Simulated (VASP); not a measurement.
Energy against volume of HgTe (zinc blende). These are vdW-DF2, VASP's PBE PAW potentials (set 64) (plane waves; VASP) values and carry that method's errors.

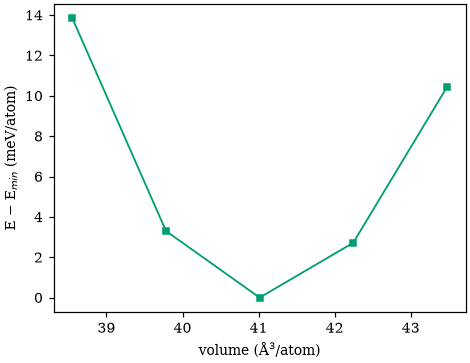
Figure: Energy against volume

Problem. Estimate the equilibrium volume and the bulk modulus.

Solution. The minimum lies near 41.0 Å³/atom, and the curvature gives B0 of about 26 GPa.

Measured: bulk modulus 42.3 GPa (computed value off by -38.7 %), as given by Cormac Toher et al., Physical Review Materials (2017), arXiv:1611.05714; a 6.460 Å (computed value off by +6.8 %), as given by R. J. Cava et al., Journal of Materials Chemistry C (2013), arXiv:1302.1059. The calculation is for a static lattice, while the measured bulk modulus, a hold thermal and zero-point effects, which are part of the difference.

The compound is HgTe in the zinc blende structure. It was relaxed first, which changed the volume by +22 %.
